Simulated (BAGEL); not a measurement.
# HF/STO-3G (density fitting with cc-pvqz-jkfit) run of SiSe (SMILES [Si][Se])

Aim: the vertical electron affinity of SiSe at HF/STO-3G (density fitting with cc-pvqz-jkfit), from 2 runs. 

The calculation is run with BAGEL 1.2.2.

7 further runs of the same task are left out: 3 that didn't finish, 4 set aside as unsound or not needed.

**1. The structure to begin with**

SiSe: 2 atoms, total charge 0, spin state singlet. SMILES: `[Si][Se]`. The shape is that of a PBE0-D4/def2-TZVP optimisation.

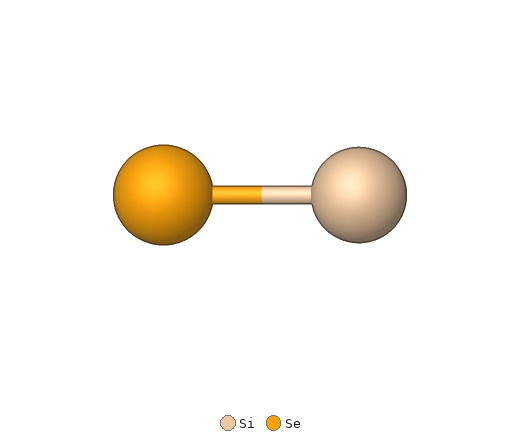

Viewed from a chosen angle; silicon light orange, selenium orange.

**2. A single-point energy at HF/STO-3G (density fitting with cc-pvqz-jkfit)**

The input, input.json:

```json
{ "bagel": [

{
  "title": "molecule",
  "basis": "sto-3g",
  "df_basis": "cc-pvqz-jkfit",
  "angstrom": true,
  "geometry": [
    { "atom": "Si", "xyz": [       0.000000,       0.000000,       0.031440 ] },
    { "atom": "Se", "xyz": [       0.000000,       0.000000,       2.093090 ] }
  ]
},

{ "title": "hf", "charge": 0 },

{ "title": "print", "file": "orbitals.molden", "orbitals": true }

]}
```

Command:

```sh
$ BAGEL_NUM_THREADS=1 BAGEL input.json > input.out
```

Output:

```text
* using 1 threads per process

  ===============================================================
  ===============================================================

  *** Geometry ***

  { "atom" : "Si", "xyz" : [      0.000000,      0.000000,      0.059413 ] },
  { "atom" : "Se", "xyz" : [      0.000000,      0.000000,      3.955367 ] },

  Number of auxiliary basis functions:      366

  Since a DF basis is specified, we compute 2- and 3-index integrals:
    o Being stored without compression. Storage requirement is 0.002 GB

  Number of basis functions:       27
  Number of electrons      :       48

    * METHOD: MOLECULE                             0.07

  *** RHF ***

  === Nuclear Repulsion ===
   122.1780381146

      * DIIS with orbital gradients will be used.

  === RHF iteration (sto-3g) ===
      0      -2659.02294860          0.01650104           0.01
      1      -2659.02721580          0.02155910           0.01
      2      -2659.14187464          0.00085177           0.01
      3      -2659.14213536          0.00009100           0.01
      4      -2659.14214311          0.00004408           0.01
      5      -2659.14214466          0.00000891           0.01
      6      -2659.14214473          0.00000025           0.01
      7      -2659.14214473          0.00000002           0.01
      8      -2659.14214473          0.00000000           0.01
    * SCF iteration converged.

    * Permanent dipole moment:
           (    0.000000,    -0.000000,     1.372111) a.u.

    * METHOD: HF                                   0.15

    * METHOD: PRINT                                0.00

  ===============================================================
```

Run time: 0.38 s. Hardware: 1 thread of Arm Neoverse V2, shared host.

**3. The doublet anion, same level**

The input, input.json:

```json
{ "bagel" : [

{
  "title" : "molecule",
  "basis" : "sto-3g",
  "df_basis" : "cc-pvqz-jkfit",
  "angstrom" : true,
  "geometry" : [
    { "atom" : "Si", "xyz" : [    0.000000,    0.000000,    0.031440 ] },
    { "atom" : "Se", "xyz" : [    0.000000,    0.000000,    2.093090 ] }
  ]
},
{ "title" : "uhf", "charge" : -1, "nopen" : 1 },
{ "title" : "print", "file" : "orbitals.molden", "orbitals" : true }

]}
```

Command:

```sh
$ BAGEL_NUM_THREADS=1 BAGEL input.json > input.out
```

Output:

```text
* using 1 threads per process

  ===============================================================
  ===============================================================

  *** Geometry ***

  { "atom" : "Si", "xyz" : [      0.000000,      0.000000,      0.059413 ] },
  { "atom" : "Se", "xyz" : [      0.000000,      0.000000,      3.955367 ] },

  Number of auxiliary basis functions:      366

  Since a DF basis is specified, we compute 2- and 3-index integrals:
    o Being stored without compression. Storage requirement is 0.002 GB

  Number of basis functions:       27
  Number of electrons      :       48

    * METHOD: MOLECULE                             0.07

  *** Open-shell HF ***

  === Nuclear Repulsion ===
   122.1780381146

      * DIIS with orbital gradients will be used.

  === UHF iteration (sto-3g) ===
      0      -2658.92349298          0.01618508           0.03
      1      -2658.95489365          0.00569802           0.02
      2      -2658.95811769          0.00182389           0.03
      3      -2658.95852911          0.00033648           0.03
      4      -2658.95864261          0.00010281           0.02
      5      -2658.95867485          0.00003494           0.03
      6      -2658.95868544          0.00001620           0.03
      7      -2658.95868876          0.00000328           0.02
      8      -2658.95868913          0.00000103           0.03
      9      -2658.95868921          0.00000048           0.03
     10      -2658.95868923          0.00000010           0.02
     11      -2658.95868923          0.00000001           0.03
    * SCF iteration converged.

    * S^2 (UHF) is 0.7589

    * Permanent dipole moment:
           (   -0.000000,    -0.000000,     0.300420) a.u.

    * METHOD: UHF                                  0.36

    * METHOD: PRINT                                0.00

  ===============================================================
```

Run time: 0.58 s. Hardware: 1 thread of Arm Neoverse V2, shared host.

**4. Results**

Level: HF/STO-3G (density fitting with cc-pvqz-jkfit).

```
                                         quantity           value
                       singlet SiSe: total energy  -2659.14214 Eh
                      singlet SiSe: dipole moment          3.49 D
                        singlet SiSe: HOMO energy        -6.45 eV
                        singlet SiSe: LUMO energy         5.48 eV
                      singlet SiSe: HOMO–LUMO gap        11.93 eV
                      doublet anion: total energy  -2658.95869 Eh
                              doublet anion: ⟨S²⟩           0.759
vertical electron affinity (to the doublet anion)       -4.992 eV
```

In words: The anion lies 4.99 eV (482 kJ/mol) above the neutral: the electron isn't bound at this level, and such a value depends on the basis. Without diffuse functions anions come out too high. Hartree–Fock misses the correlation that binds many anions. In a minimal basis such a difference can be off by several eV, whatever the method.
